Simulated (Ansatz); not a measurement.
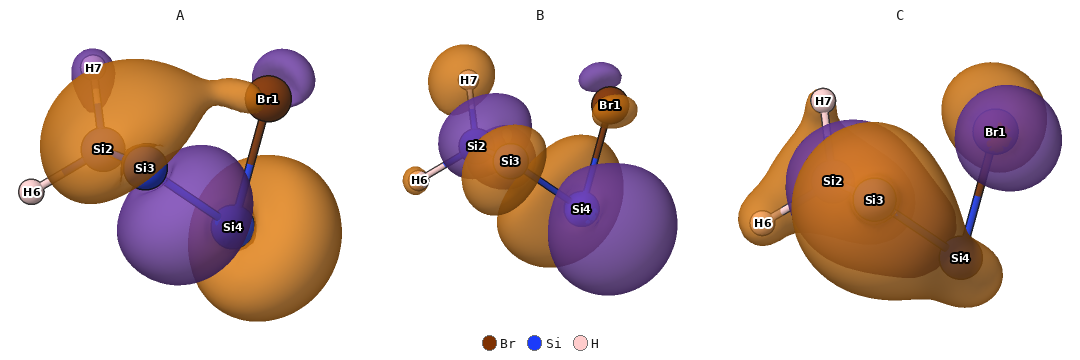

Figure 1: BrH$_{3}$Si$_{3}$. Three frontier orbitals at ±0.08 Å⁻³ᐟ² (orange and purple are the two phases), in no order.

Geometry: BLYP-D3(BJ)/def2-SVP.

These are results of Ansatz 0.2.0, isolated molecule in a Gaussian basis; Kohn-Sham density functional theory, functional PBE0, not measurements.

```xyz
7

Br    2.8024   -0.4087   -0.3149
Si   -0.6798   -0.4152   -0.1800
Si    0.9825   -1.6946    1.0952
Si    1.3268   -2.2045   -1.1788
H    -0.6272   -0.4336   -1.7000
H    -2.0223   -0.9741    0.1970
H    -0.5360    1.0294    0.1933
```

**Which picture is the HOMO−1, the HOMO and the LUMO?**

C is the HOMO−1 (−7.10 eV). Its weight (Hirshfeld) is mainly on Si3 (about 45 %), Si2 (about 20 %), Br1 (about 15 %) and Si4 (about 10 %). A is the HOMO (−6.27 eV). By Hirshfeld shares it lies mainly on Si4 (about 45 %) and Si3 (about 40 %). B is the LUMO (−2.58 eV). Its weight (Hirshfeld) is mainly on Si4 (about 60 %), Si3 (about 15 %) and Si2 (about 10 %).

**What is the HOMO–LUMO gap?**

3.69 eV between the orbital energies.
